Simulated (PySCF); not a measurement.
# C7H11FOSi: what the fields show

```xyz
21

C     0.2188   -0.5669    2.4915
C     0.3237   -0.3165    1.2119
C     1.0313    0.3759    0.1287
O     2.3240   -0.0100   -0.1952
Si    3.1316   -0.0719   -1.5831
F     3.3041    1.4140   -2.1830
C    -0.1367   -0.5568   -0.1649
C    -1.4307   -0.0069   -0.6798
C    -2.7138   -0.3437    0.0235
C    -2.1636    1.0471    0.0943
H    -0.5419   -1.2251    2.8811
H     0.8910   -0.1239    3.2084
H     0.8597    1.4406   -0.0089
H     2.4509   -0.7757   -2.6585
H     4.4250   -0.5313   -1.1346
H     0.1357   -1.5202   -0.5884
H    -1.4663    0.0634   -1.7613
H    -2.6512   -0.9543    0.9105
H    -3.5961   -0.5231   -0.5713
H    -1.7372    1.3727    1.0311
H    -2.6673    1.8295   -0.4526
```

Geometry: GFN2-xTB.

These are results of PBE0/pcSseg-1, SCF density, gas phase, non-relativistic in PySCF 2.14.0, not measurements.

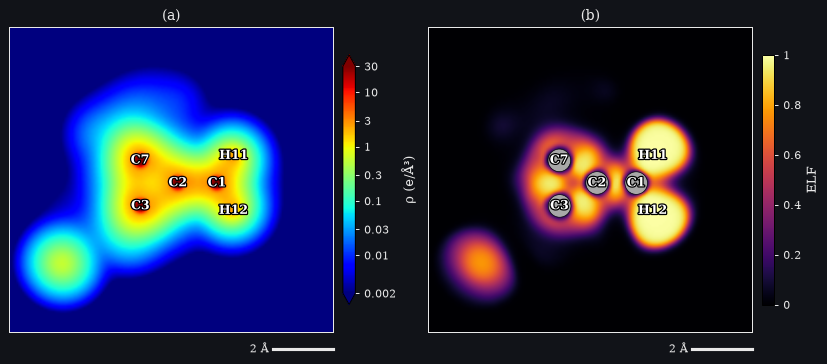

Figure 1. (a) electron density; (b) electron localisation function on the plane of atoms C2, C3 and C7. Grey discs cover the atomic cores in the ELF map.

### What does the map show?

- The section cuts through C and H sites.
- C–C (1.31 Å): the density is about 2.3 e/Å³ at the midpoint; the ELF peaks at about 0.90 between the atoms: a multiple bond.
- C–H (1.08 Å): the density is about 2 e/Å³ at the midpoint; the ELF climbs to about 1 towards the hydrogen, as it does in any bond to H: a covalent bond by its length.
- C–C (1.47 Å): ρ at the midpoint is about 1.7 e/Å³; the ELF peaks at about 0.90 between the atoms; localised, covalent bonding.

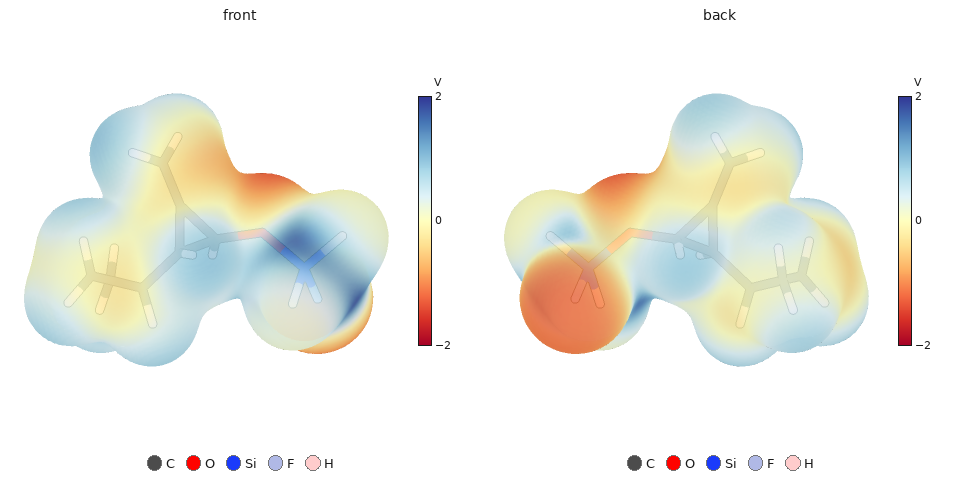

Figure 2. The molecular electrostatic potential painted on the density surface at 0.002 e/bohr³, seen from the front and from behind; the colour scale runs from red (negative) to blue (positive).

### Where is the surface potential most negative and most positive?

The most negative region (about −1.2 V) lies over O4 and F6, the most positive (about +1.6 V) over Si5.
